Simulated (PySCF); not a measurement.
Energy landscape of H₃ (cation, charge +1), singlet: map of symmetric stretch and bend. Scanned: H-H bond length and H-H-H angle.

Level of theory: CCSD(T) on RHF/cc-pVTZ (PySCF).

Energy in kcal/mol above the lowest grid point; x is the H-H bond length (Å), y the H-H-H angle (°).

```
y \ x  0.74  0.78  0.83  0.87  0.91  0.96     1  1.04  1.09  1.13  1.17
-----  ----  ----  ----  ----  ----  ----  ----  ----  ----  ----  ----
180    41.6  39.1  38.5  39.7  41.9  45.8  49.5  53.7  59.5  64.3  69.2
170    41.2  38.7  38.2  39.3  41.6  45.5  49.3  53.5  59.2  64.1  69.0
160    40.2  37.7  37.2  38.4  40.7  44.6  48.5  52.8  58.5  63.4  68.4
150    38.4  35.9  35.5  36.8  39.1  43.2  47.1  51.5  57.4  62.3  67.4
140    35.8  33.4  33.1  34.5  36.9  41.1  45.2  49.6  55.6  60.7  65.9
130    32.5  30.2  30.0  31.5  34.0  38.4  42.5  47.1  53.3  58.5  63.8
120    28.4  26.2  26.1  27.7  30.3  34.8  39.1  43.8  50.2  55.5  61.0
110    23.8  21.5  21.4  23.1  25.8  30.4  34.9  39.7  46.3  51.8  57.4
100    18.6  16.2  16.1  17.7  20.5  25.2  29.7  34.7  41.4  47.1  52.8
90     13.4  10.7  10.3  11.8  14.5  19.2  23.7  28.8  35.6  41.3  47.2
80      9.0   5.6   4.6   5.7   8.1  12.6  17.0  22.0  28.8  34.5  40.4
70      6.8   2.2   0.0   0.4   2.2   6.0  10.0  14.7  21.2  26.8  32.6
```

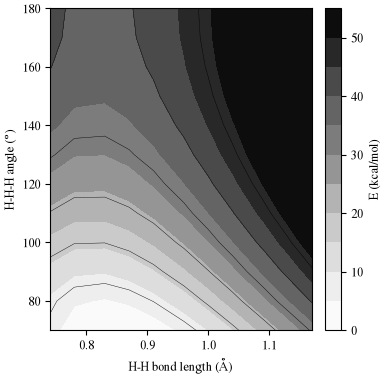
Figure. Energy surface, cut off at 54 kcal/mol.

Points that lie below all their neighbours on the grid: x = 0.83, y = 70 on the edge of the grid (0.0 kcal/mol).
